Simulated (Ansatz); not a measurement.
Profile along the As–Al line in AlAs (zinc blende)

AlAs (zinc blende)

```cif
data_Al4As4
_chemical_formula_sum 'As4 Al4'
_space_group_name_H-M_alt 'F-43m'
_space_group_IT_number 216
_space_group_name_Hall 'F -4 2 3'
_cell_length_a 5.72844
_cell_length_b 5.72844
_cell_length_c 5.72844
_cell_angle_alpha 90.000
_cell_angle_beta 90.000
_cell_angle_gamma 90.000
loop_
_atom_site_label
_atom_site_type_symbol
_atom_site_symmetry_multiplicity
_atom_site_Wyckoff_symbol
_atom_site_fract_x
_atom_site_fract_y
_atom_site_fract_z
_atom_site_occupancy
As1 As 4 c 0.25000 0.25000 0.25000 1
Al1 Al 4 a 0.00000 0.00000 0.00000 1
```
(The calculation used a cell of 2 atoms; values per cell refer to that cell.)

Fields along a shortest As–Al line of a {110} plane (2.48 Å), from As to Al, interpolated on the slice's grid (step about 0.2 Å). All values below come from PBE (plane waves to 420 eV, PAW, scalar-relativistic; Ansatz, a first-principles code). k mesh 10×10×10. Near the nuclei the fields are pseudised (PAW); where an atom keeps semicore shells as valence, they peak there. AlAs was relaxed with its symmetry unable to fall.

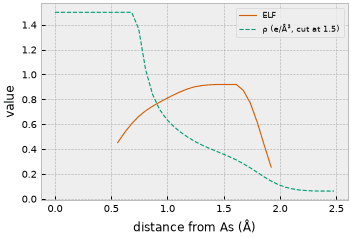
Fig. 1. ELF (away from the nuclei) and valence density from As to Al.

Density on the As–Al line (2.48 Å) at its midpoint: 0.46 e/Å³. ELF at that point: 0.9. ELF maximum in the middle third of the As–Al line: 0.92, 1.6 Å from As.
